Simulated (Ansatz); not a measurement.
# Ta: stress in a strained cell

Ta is deformed so: zz strain of +2 %. What stress and forces result, by LAPW, PAW and all-electron datasets made for the crystal?

Program: Ansatz 0.2.0. Level of theory: DFT PBEsol, scalar-relativistic. These are calculated values, not measurements.

### 1 The structure to begin with

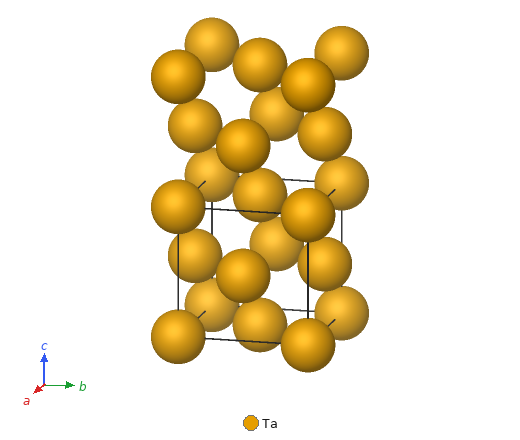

Start, viewed slightly off an axis; tantalum amber. 1×1×2 cells are drawn. Atoms on the faces are drawn again on the opposite ones. The cell drawn here is the conventional one.

As a file:

```
Ta
1.0
     0.00000    2.11000    2.11000
     2.11000    0.00000    2.11000
     2.11000    2.11000    0.00000
Ta
1
Direct
  0.00000 0.00000 0.00000
```

### 2 After the deformation

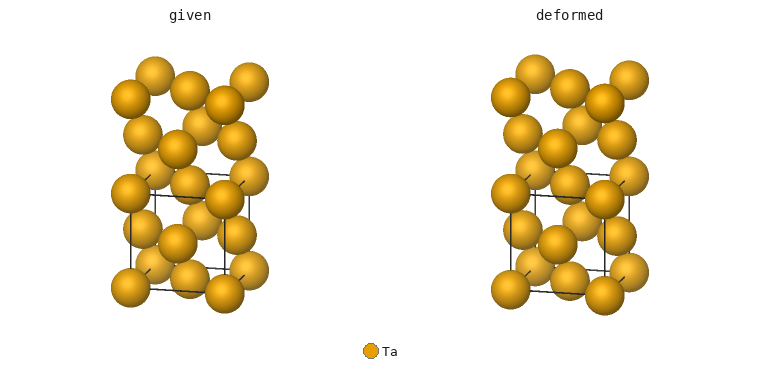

Given and deformed, at one scale.

Space group Fm-3m before, I4/mmm after.

### 3 All-electron LAPW

Contents of input.yaml:

```yaml
crystal:
  lattice:
    - [0.0, 2.11, 2.1522]
    - [2.11, 0.0, 2.1522]
    - [2.11, 2.11, 0.0]
  atoms:
    - { symbol: Ta, position: [0.0, 0.0, 0.0] }
kpoints:
  mp_grid: { grid: [15, 15, 15] }
  band_path:
    path:
      - [0.0, 0.0, 0.0]
      - [0.0, 0.5, 0.5]
      - [0.25, 0.75, 0.5]
      - [0.0, 0.5, 0.0]
      - [0.0, 0.0, 0.0]
      - [0.5, 0.5, 0.0]
      - [0.3701460977, 0.6298539023, 0.0]
      - [-0.3701460977, 0.3701460977, 0.0]
      - [0.0, 0.0, 0.0]
    npoints: 5
scf:
  occupations: { method: fermi_dirac, width: 0.08 }
hamiltonian:
  xc: pbesol
  pseudopotentials: { kind: all_electron, lapw: { basis_error: 0.0005 } }
output:
  forces: true
  stress: true
  eigenvalues: true
```

Launch:

```console
$ ansatz run input.yaml --threads 1 --pin off --max-ram 3072MiB --backend cpu --events-out ev --progress --plain --runs-dir out
```

Standard output, cut to the lines that bear on the results:

```text
LAPW: plane waves up to 8.154 Å⁻¹, error target 5.0e-4 eV per atom; small_component_spin mean_spin; Ta in spheres of 1.492 Å, 37 of its electrons in bands, Dirac shells []
[...]
Pseudopotentials: kind: all_electron
Pseudopotential: Ta, LAPW, valence charge 37, Koelling and Harmon's equation, gaussian nucleus
Functional definition: PBEsol
[...]
Crystal: 1 atoms, lattice volume = 19.164 Å³
Basis set: ecut = 253.3203949582511 eV, 169 PW (Γ), exchange–correlation at level 2
Bands: 23, of which v1, the nominal top of the filled ones, is band 19 counted from 1 (18 counted from 0)
Symmetry: 16 space group operations
Space group: I4/mmm (ITA 139), of the structure as read, at distance tolerance 2.7e-5 Å
k-points: 288 of 3375
[...]
SCF iter   1: F=—  HF=-424443.281416 eV  |F-HF|=—  |Δ(HF+E_count)|=         —  Δρ=2.78e-2  dr2=9.05e-2  ethr=2.43e-4  ⟨swp⟩=2.9  Hψ=41826  notcnv=0
[...]
the basis was enlarged: its passes take 449.3 KiB over the memory plan, 1 of 1 planned eigensolver slots
[...]
SCF iter   8: F=-424443.095126 eV  HF=-424443.095126 eV  |F-HF|=3.51e-8  |Δ(HF+E_count)|=   3.96e-7  Δρ=2.07e-5  dr2=7.96e-8  ethr=4.83e-9  ⟨swp⟩=2.0  Hψ=19581  notcnv=0
[...]
NSCF: frozen V_eff on 41 k-points
SCF converged after 8 iterations
Free energy (F): -424443.095126 eV
[...]
E sigma→0 (E₀):  -424443.080556 eV
Entropy (-TS):   -0.029139 eV (-29.139 meV/atom)
Fermi energy:    23.345886 eV
[...]
--- Forces (eV/Å), atoms counted from 1 ---
  atom   1  Ta    -0.00000000     0.00000000    -0.00000000
[...]
--- Stress (GPa, compression-positive) ---
      -10.095717       0.000000       0.000000
        0.000000     -10.095717      -0.000000
        0.000000      -0.000000      -7.647866
  P = ⅓ Tr σ = -9.2798 GPa (-92.798 kbar)
--- Band table (eV; the first three rows and the last of 288) ---
  k-point 0: bands = ["-192.9704", "-192.9645", "-192.9472", "-192.9472", "-192.9471", "-44.2414", "-10.2644", "-10.2627", "-10.2627", "3.9558", "3.9558", "3.9578", "3.9615", "4.0122", "4.0171", "4.0171", "15.3157", "23.6259", "23.8797", "23.8797", "26.5161", "26.8749", "35.4676"]
[...]
```

It took 34 s on 1 thread of Arm Neoverse V1, shared host; peak memory 0.51 GiB.

Result: pressure -9.28 GPa; no gap.

### 4 Frozen-core PAW

Contents of input.yaml:

```yaml
crystal:
  lattice:
    - [0.0, 2.11, 2.1522]
    - [2.11, 0.0, 2.1522]
    - [2.11, 2.11, 0.0]
  atoms:
    - { symbol: Ta, position: [0.0, 0.0, 0.0] }
kpoints:
  mp_grid: { grid: [15, 15, 15] }
scf:
  occupations: { method: fermi_dirac, width: 0.08 }
hamiltonian:
  xc: pbesol
  pseudopotentials: { kind: paw }
output:
  forces: true
  stress: true
  eigenvalues: true
  efg: { contact_densities: true }
```

Launch:

```console
$ ansatz run input.yaml --threads 1 --pin off --max-ram 3072MiB --backend cpu --events-out ev --progress --plain --runs-dir out
```

Standard output, cut to the lines that bear on the results:

```text
Ta: output.efg is read without spin–orbit coupling, which moves field gradients at and beside such atoms by some per cent and up to a factor of two; PAW files take it under magnetization.noncollinear and magnetization.spin_orbit
[...]
Pseudopotentials: kind: paw
Pseudopotential: Ta, paw, valence charge 13, recommended cutoff 420 eV (normal)
[... 1 set-up line as earlier in the session ...]
[...]
Crystal: 1 atoms, lattice volume = 19.164 Å³
Basis set: ecut = 420 eV, 347 PW (Γ), exchange–correlation on 48×48×40 points (8 copies of the dense FFT grid, shifted against one another)
Bands: 11, of which v1, the nominal top of the filled ones, is band 7 counted from 1 (6 counted from 0)
[... 2 set-up lines as earlier in the session ...]
k-points: 288 of 3375
[...]
SCF converged after 6 iterations
Free energy (F): -9806.217258 eV
[...]
E sigma→0 (E₀):  -9806.202706 eV
Entropy (-TS):   -0.029104 eV (-29.104 meV/atom)
Fermi energy:    17.550068 eV
[...]
--- Forces (eV/Å), atoms counted from 1 ---
  atom   1  Ta    -0.00000000     0.00000000    -0.00000000
[...]
--- Stress (GPa, compression-positive) ---
      -10.122001       0.000000       0.000000
        0.000000     -10.122001       0.000000
        0.000000      -0.000000      -7.696011
  P = ⅓ Tr σ = -9.3133 GPa (-93.133 kbar)
--- PAW observables at the nuclei: V_zz in 10²¹ V/m², potentials from the cell's mean, atoms counted from 1 ---
  atom   1  Ta V_zz =    -2.834190   η = 0.0000   by run symmetry: allowed
            electrostatic potential = -14499.710639 V   contact ρ = 8144257.810787 e/Å³
--- Band table (eV; the first three rows and the last of 288) ---
  k-point 0: bands = ["-50.0342", "-16.0540", "-16.0527", "-16.0527", "9.5224", "17.8330", "18.0870", "18.0870", "20.7238", "21.0822", "29.6981"]
[...]
```

Wall time 4.5 s (1 thread of Arm Neoverse V1, shared host); peak memory 0.38 GiB.

This run gives: pressure -9.31 GPa; no gap; Vzz Ta -2.83 (η = 0.00) (10²¹ V/m²).

### 5 Datasets made for this crystal

input.yaml, as its differences from that of step 4:

```diff
@@ -13,3 +13,3 @@
   xc: pbesol
-  pseudopotentials: { kind: paw }
+  pseudopotentials: { kind: all_electron, datasets: crystal }
 output:
```

Launch:

```console
$ ansatz run input.yaml --threads 1 --pin off --max-ram 3072MiB --backend cpu --events-out ev --progress --plain --runs-dir out
```

Standard output, cut to the lines that bear on the results:

```text
[...]
Ta: output.efg is read without spin–orbit coupling, which moves field gradients at and beside such atoms by some per cent and up to a factor of two; PAW files take it under magnetization.noncollinear and magnetization.spin_orbit
[...]
[... 1 set-up line as earlier in the session ...]
Pseudopotential: Ta, paw, valence charge 27, recommended cutoff 240 eV (normal), Koelling and Harmon's equation, gaussian nucleus
[... 1 set-up line as earlier in the session ...]
[...]
Crystal: 1 atoms, lattice volume = 19.164 Å³
Basis set: ecut = 240 eV, 169 PW (Γ), exchange–correlation on 32×32×32 points (8 copies of the dense FFT grid, shifted against one another)
Bands: 11, of which v1, the nominal top of the filled ones, is band 7 counted from 1 (6 counted from 0)
[... 2 set-up lines as earlier in the session ...]
k-points: 288 of 3375
[...]
Fermi energy:    23.345862 eV
[...]
  The terms above E_closure are by the made datasets' own strengths, without shells solved beside the bands.
--- Forces (eV/Å), atoms counted from 1 ---
  atom   1  Ta     0.00000000     0.00000000     0.00000000
[...]
--- Stress (GPa, compression-positive) ---
      -10.096297       0.000000       0.000000
        0.000000     -10.096297       0.000000
        0.000000       0.000000      -7.648080
  P = ⅓ Tr σ = -9.2802 GPa (-92.802 kbar)
  It holds what live shells' own plane waves past their cutoff add
--- PAW observables at the nuclei: V_zz in 10²¹ V/m², potentials from the cell's mean, atoms counted from 1 ---
  atom   1  Ta V_zz =    -2.718702   η = 0.0000   by run symmetry: allowed
            electrostatic potential = -14496.952793 V   contact ρ = 8140278.980840 e/Å³
--- Band table (eV; the first three rows and the last of 288) ---
  k-point 0: bands = ["-44.2414", "-10.2645", "-10.2627", "-10.2627", "15.3157", "23.6259", "23.8796", "23.8796", "26.5162"]
[...]
```

It took 25 s on 1 thread of Arm Neoverse V1, shared host; peak memory 0.68 GiB.

Read from it: pressure -9.28 GPa; no gap; Vzz Ta -2.72 (η = 0.00) (10²¹ V/m²).

### 6 Side by side

Stress (GPa, compression positive):

```
          method      xx      yy     zz    yz    xz    xy
            LAPW  -10.10  -10.10  -7.65  0.00  0.00  0.00
             PAW  -10.12  -10.12  -7.70  0.00  0.00  0.00
crystal datasets  -10.10  -10.10  -7.65  0.00  0.00  0.00
```

| method | pressure (GPa) | Vzz Ta (10²¹ V/m²) | SCF cycles, all passes |
| --- | --- | --- | --- |
| LAPW | -9.28 | – | 8 |
| PAW | -9.31 | -2.83 | 6 |
| crystal datasets | -9.28 | -2.72 | 7 |

### 7 Summary of results

```
                                 quantity                                              value
                                 pressure  LAPW -9.28, PAW -9.31, crystal datasets -9.28 GPa
largest shear or deviatoric stress (LAPW)                                           1.63 GPa
```

The largest part of the stress beyond the pressure is 1.63 GPa in size, in the zz component. No run of the undeformed cell stands beside it, so the pressure holds what the given cell had before the change. PAW: stress within 0.05 GPa of LAPW. Crystal datasets: stress within 0.01 GPa of LAPW. Spin-orbit coupling is left out, though the cell holds Ta; in elements this heavy it can shift bands and gaps by tenths of an eV.
